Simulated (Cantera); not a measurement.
A closed system holds: 1 mol Al₂O₃, 0.52 mol N₂, equilibrated at 100 Torr.

Equilibrium computed with Cantera from the NASA thermochemical tables; the gas is ideal and each condensed phase is pure. Candidate condensed phases: Al, AlN, Al₂O₃; 16 gas species. Equilibrium is a limit: real reactors are often held back by kinetics, nucleation or transport.

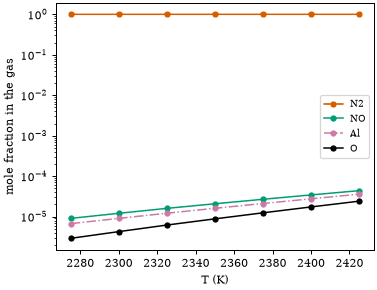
Figure. Equilibrium gas composition (values under 1e-9 drawn at 1e-9)

From 2275 K to 2325 K the condensed part is Al₂O₃(s). From 2350 K to 2425 K the condensed part is Al₂O₃(l). The main Al-bearing gas is Al throughout.
